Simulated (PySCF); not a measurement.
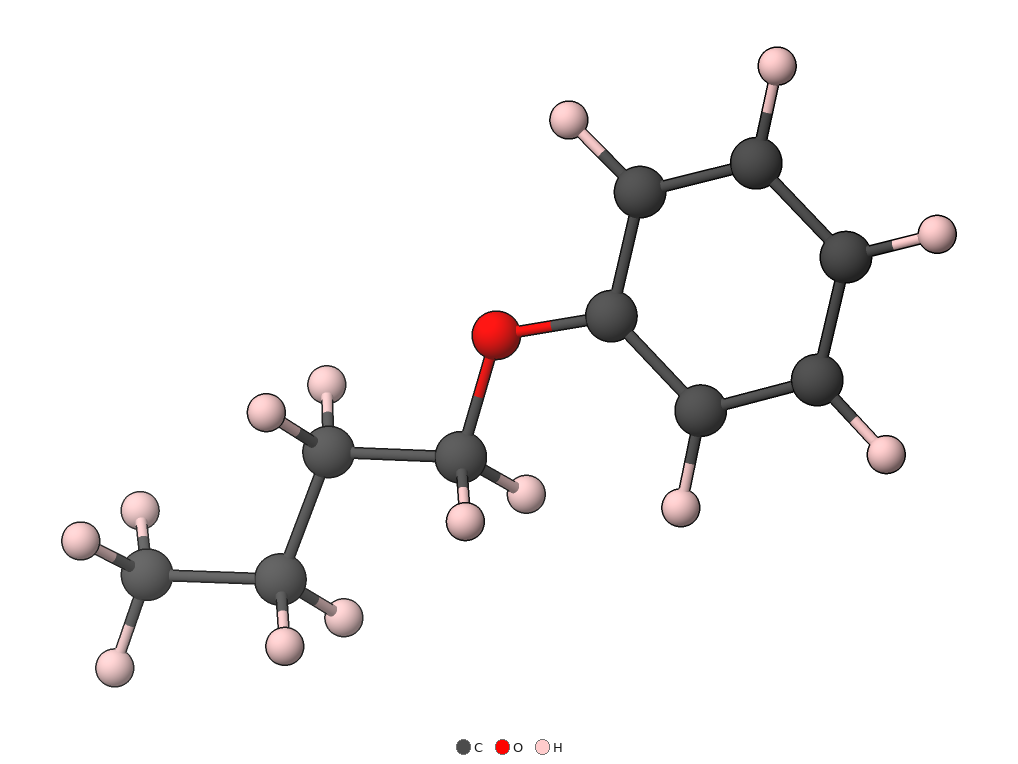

Computed geometry: PBE0-D3(BJ)/def2-SVP optimisation. No frequency run is at hand to confirm it as a minimum. Program: PySCF 2.14.0.

Compare HOMO–LUMO gap (eV), HOMO energy (eV) at these levels: B3LYP/def2-SVPD; B3LYP/pcJ-1; KT2/pcSseg-1; PBE0/pcSseg-1.

```csv
level,HOMO–LUMO gap (eV),HOMO energy (eV)
B3LYP/def2-SVPD,5.79,−6.18
B3LYP/pcJ-1,5.83,−6.15
KT2/pcSseg-1,4.35,−5.37
PBE0/pcSseg-1,6.23,−6.38
```
